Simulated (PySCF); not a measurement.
# C$_{3}$H$_{5}$FO, SMILES `C[CH]1O[CH]1F`: electronic structure

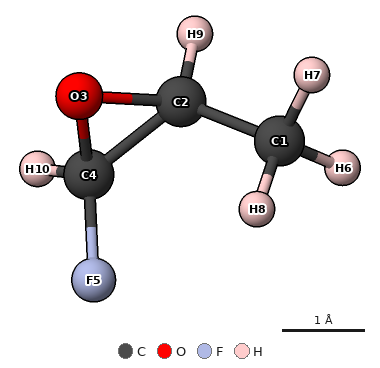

The molecule, with its atoms numbered as below. No frequency check shows the geometry to be a minimum.

Cartesian coordinates (Å):

```
C1       1.5902   -0.5966    0.0770
C2       0.6290    0.4658   -0.3837
O3      -0.2225    1.0569    0.5796
C4      -0.8176    0.2500   -0.3484
F5      -1.2893   -0.9395    0.0999
H6       1.9153   -1.1878   -0.7761
H7       2.4588   -0.1359    0.5414
H8       1.1081   -1.2489    0.8007
H9       1.0112    1.1684   -1.1208
H10     -1.5198    0.6897   -1.0502
```

### 1. Bonding charge

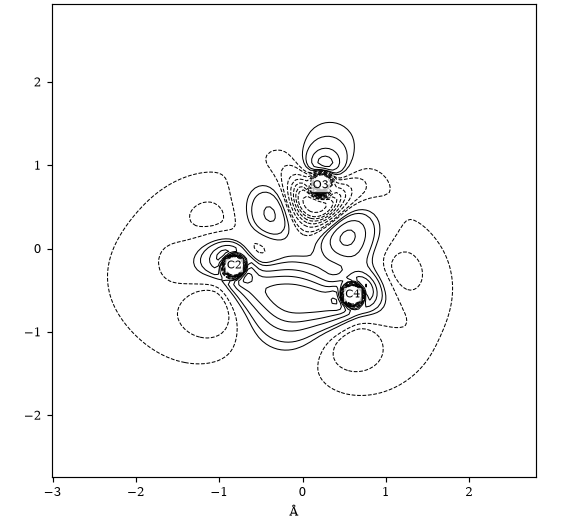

Deformation density (molecule less spherical, spin-averaged free atoms) in the plane of C2, O3 and C4; contours at ±0.05 to ±0.8 e/Å³; solid lines: gain, dashed lines: loss.

Level of theory: BP86/def2-SVP (PySCF), at a geometry from GFN2-xTB.

Q: Describe the bonding that the map shows.

A: C2–C4: +0.43 e/Å³ at the bond critical point (bond length 1.46 Å, Mayer order 1.0). O3–C4: +0.20 e/Å³ at the bond critical point (bond length 1.37 Å, Mayer order 1.1). C2–O3: +0.05 e/Å³ at the bond critical point (bond length 1.42 Å, Mayer order 1.0); up to 0.6 Å beside the axis the gain reaches +0.20 e/Å³. In all, 2.1 electrons gather in the regions of gain relative to the promolecule. A small or negative value marks a very polar bond, one between electron-rich atoms, whose free-atom densities already overlap strongly, a long bond to a heavier atom, or a closed-shell contact such as a hydrogen bond.

Q: Where do the Hirshfeld charges lie?

A: The highest Hirshfeld charge is on C4 (+0.10 e), the lowest on O3 (−0.14 e).

### 2. Bond critical points

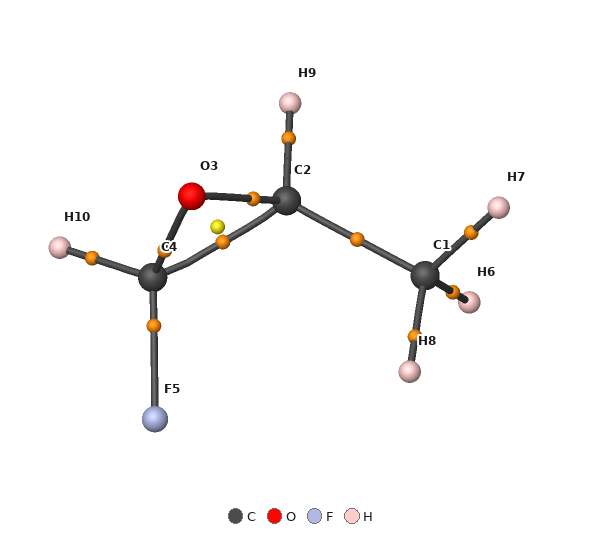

Molecular graph of the electron density (QTAIM): bond paths, bond critical points (orange), ring points (yellow, if any); weak paths are dashed.

Q: How many critical points of each kind are there, and does the count close?

A: 10 nuclei, 10 bond, 1 ring and 0 cage critical points: 10 − 10 + 1 − 0 = 1, as the Poincaré–Hopf relation requires.

Q: Tabulate density, Laplacian, ellipticity and energy density at the bond critical points (atomic units).

A:
```json
{"bond": "O3–C4", "length (Å)": "1.366", "ρ (a.u.)": "0.292", "∇²ρ (a.u.)": "−0.48", "ε": "0.50", "H (a.u.)": "−0.441"}
{"bond": "C4–H10", "length (Å)": "1.086", "ρ (a.u.)": "0.288", "∇²ρ (a.u.)": "−1.13", "ε": "0.05", "H (a.u.)": "−0.317"}
{"bond": "C2–H9", "length (Å)": "1.088", "ρ (a.u.)": "0.282", "∇²ρ (a.u.)": "−1.05", "ε": "0.04", "H (a.u.)": "−0.303"}
{"bond": "C1–H8", "length (Å)": "1.087", "ρ (a.u.)": "0.276", "∇²ρ (a.u.)": "−1.02", "ε": "0.00", "H (a.u.)": "−0.297"}
{"bond": "C1–H7", "length (Å)": "1.087", "ρ (a.u.)": "0.274", "∇²ρ (a.u.)": "−0.99", "ε": "0.00", "H (a.u.)": "−0.293"}
{"bond": "C1–H6", "length (Å)": "1.088", "ρ (a.u.)": "0.273", "∇²ρ (a.u.)": "−0.99", "ε": "0.00", "H (a.u.)": "−0.291"}
{"bond": "C2–C4", "length (Å)": "1.463", "ρ (a.u.)": "0.262", "∇²ρ (a.u.)": "−0.54", "ε": "0.26", "H (a.u.)": "−0.227"}
{"bond": "C4–F5", "length (Å)": "1.356", "ρ (a.u.)": "0.255", "∇²ρ (a.u.)": "−0.06", "ε": "0.13", "H (a.u.)": "−0.356"}
{"bond": "C2–O3", "length (Å)": "1.415", "ρ (a.u.)": "0.255", "∇²ρ (a.u.)": "−0.30", "ε": "0.69", "H (a.u.)": "−0.335"}
{"bond": "C1–C2", "length (Å)": "1.505", "ρ (a.u.)": "0.252", "∇²ρ (a.u.)": "−0.57", "ε": "0.04", "H (a.u.)": "−0.203"}
```

Q: What kind of interaction is C4–H10?

A: Shared-shell (covalent): ρ = 0.288, ∇²ρ = −1.13, H = −0.317 a.u.

### 3. Local ionisation energy

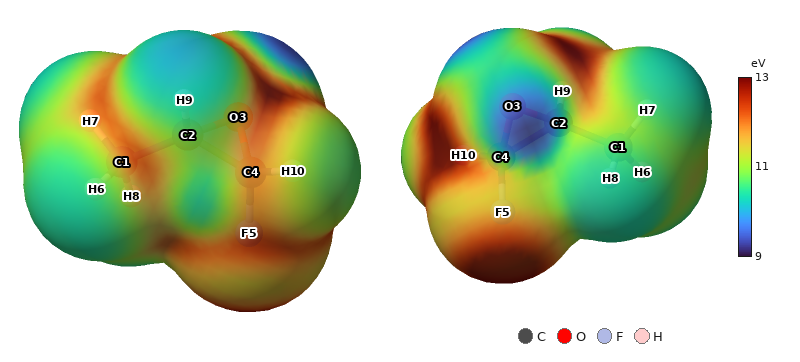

Average local ionisation energy on the surface of electron density 0.001 a.u. (back view left, front view right).

Q: Locate the minima of the map.

A: The lowest value is 9.3 eV, 1.8 Å from O3. Further minima include 9.3 eV, 1.7 Å from O3; 10.1 eV, 1.4 Å from H9; 10.2 eV, 1.4 Å from H7. For comparison, the highest occupied orbital lies at −6.7 eV.

### 4. In an electric field

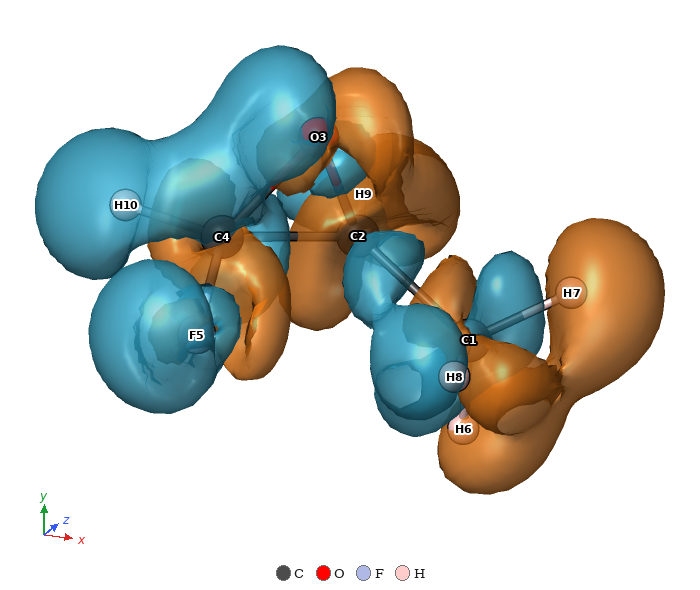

Change of the electron density in a uniform field of 0.10 V/Å, surfaces at ±0.0008 e/Å³ (light blue: gain, orange: loss).

Computed with PySCF, PBE0/def2-TZVP, geometry: GFN2-xTB. A basis without diffuse functions makes polarisabilities too small.

The field was applied in both directions; the picture shows the one opposite to the script's first.

Q: Along which Cartesian direction does the field point?

A: Along +x: electrons gather on the −x side, against the field.

Q: How large is the response?

A: The induced dipole is 0.23 D (along the field); α along this axis, from the fields in both directions, is 44 bohr³ (6.6 Å³).

### 5. Localised orbitals

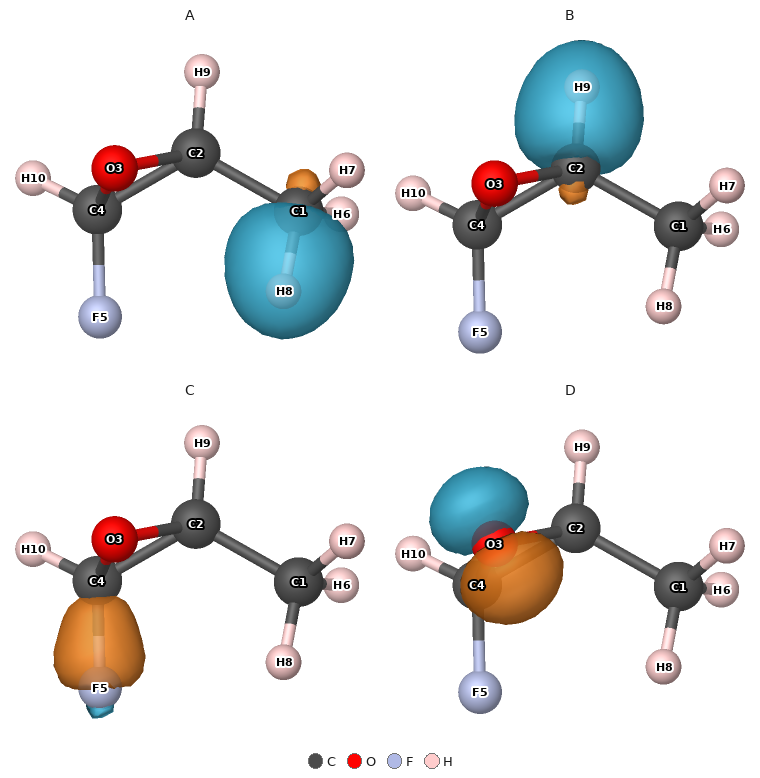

Intrinsic bond orbitals (IBO), occupied; each surface holds about 70 % of the orbital's density. Energies are diagonal elements of the Fock matrix.

Computed with PySCF, r2SCAN/def2-SVPD, geometry: GFN2-xTB.

Q: Identify each orbital.

A: By panel:
- A: σ bond C1–H8 (C1 58 %, H8 41 %; −12.2 eV)
- B: σ bond C2–H9 (C2 58 %, H9 42 %; −13.4 eV)
- C: σ bond F5–C4 (F5 70 %, C4 30 %; −23.3 eV)
- D: lone pair on O3 (p-type) (O3 93 %, C4 3 %; −8.6 eV)

### 6. Stretching a bond

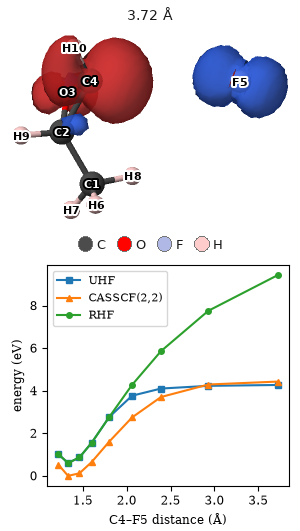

Rigid stretch of the C4–F5 bond. Broken-symmetry UHF spin density at ±0.03 e/Å³ (blue: α, red: β). Below: energies along the scan, from the lowest point of the three curves.

Method: 6-31G* basis; geometry: GFN2-xTB; program: PySCF.

Q: How does the broken-symmetry solution share the spin, and how far is it from a pure singlet?

A: At 3.72 Å excess α spin lies mostly on F5 and excess β on C4; the two could be swapped at no cost. ⟨S²⟩ is 1.01 at 3.72 Å, against 0 for a pure singlet and 1 for an equal mix of singlet and triplet.

Q: Where does the UHF solution part from RHF?

A: Between 1.80 Å (⟨S²⟩ = 0, the two coincide) and 2.06 Å (⟨S²⟩ = 0.64); at 3.72 Å ⟨S²⟩ is 1.01 and UHF lies 5.2 eV below RHF.

Q: How much energy does the stretch cost?

A: By CASSCF, 4.4 eV from the lowest point of the scan (1.33 Å) to 3.72 Å; RHF gives 8.8 eV from its own lowest point. The fragments aren't relaxed and dynamic correlation is missing, so this isn't a bond dissociation energy.

The PySCF runs shown took 6.9 s, 24 s, 17 s and 79 s on 1 thread of Intel(R) Xeon(R) 6975P-C (Granite Rapids), with other jobs on the host.
